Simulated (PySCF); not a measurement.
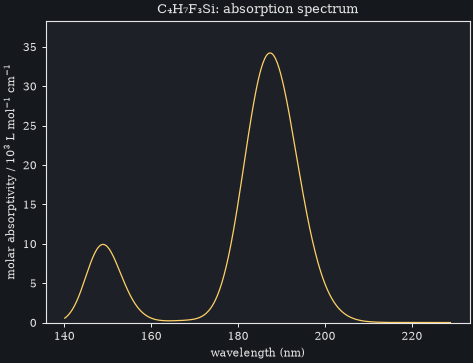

Computed absorption of C₄H₇F₃Si, SMILES FC(F)(F)/C=C/C[SiH3]. Vertical TDDFT excitations, CAM-B3LYP/def2-SVPD (IEF-PCM benzene) with PySCF, at a PBE0-D3(BJ)/def2-SVP geometry (no frequency check). Only the first 6 singlet excitations are included; each is broadened by a Gaussian of 1/e half-width 0.30 eV.

> Where is the maximum of the broadened curve, and how high is it?

At about 6.6 eV (187 nm), with ε near 34000 L mol⁻¹ cm⁻¹.

> Which of the computed transitions is the brightest, and what character does the calculation give it?

S1 at 6.62 eV (187 nm), f = 0.634, mainly HOMO → LUMO (96 %).

> Does any vertical transition fall in the visible?

No singlet lies below 3.1 eV (beyond 400 nm), so at this level no vertical transition falls in the visible.

Caveats: one conformer of a flexible molecule; core orbitals are frozen in the response.
